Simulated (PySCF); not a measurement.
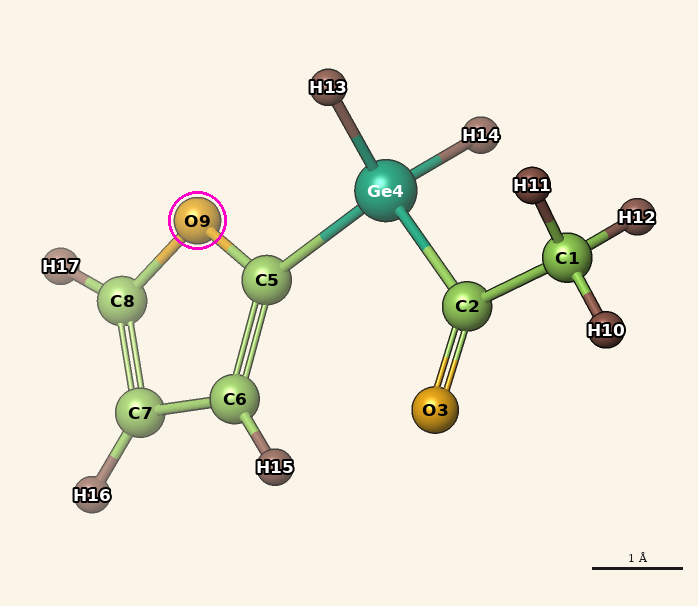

Orthographic view. Distant atoms are faded towards the background colour. The computed structure is the end point of a PBE0-D3(BJ)/def2-SVP optimisation. No frequency run is at hand to confirm it as a minimum.

Question: Which atoms are bonded to the circled atom?

Answer: The circled atom is O9; it is bonded to C5, C8.

Question: Which atom is farthest from the viewer?

Answer: H17, 3.1 Å behind the mean position.

Question: Of C6 and C7, which is nearer the viewer?

Answer: C6; the bond to C7 points away from the viewer, so it looks shorter than its 1.43 Å.

Question: What is the shortest path along bonds from the circled atom to H14?

Answer: O9–C5–Ge4–H14, 3 bonds; through space the two are 3.42 Å apart.
